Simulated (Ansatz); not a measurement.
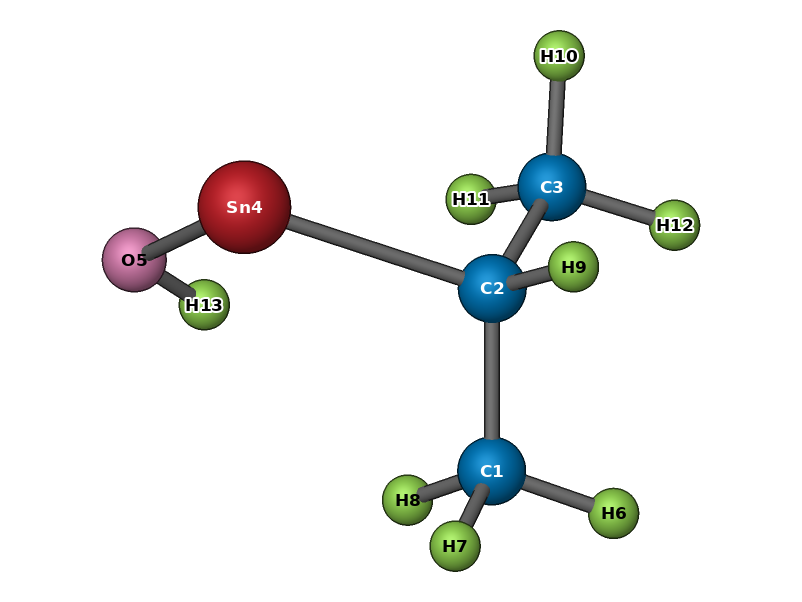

The questions are on Mulliken charges. The computed structure is the end point of a PBE0-D4/def2-TZVP optimisation. Properties computed with RKS B3LYP-D4/def2-TZVPP, core potentials on Sn (Ansatz 0.2.0).

Which atom carries the highest charge (most positive or least negative)?

Answer. Sn4 (0.68 e).

And the lowest?

Answer. O5 (−0.56 e).

Give the Mulliken charges atom by atom.

```tsv
atom	value (e)
C1	−0.26
C2	−0.29
C3	−0.26
Sn4	0.68
O5	−0.56
H6	0.08
H7	0.08
H8	0.07
H9	0.07
H10	0.08
H11	0.07
H12	0.08
H13	0.17
```

Mulliken values depend strongly on the basis set and can even reverse the polarity of a bond.
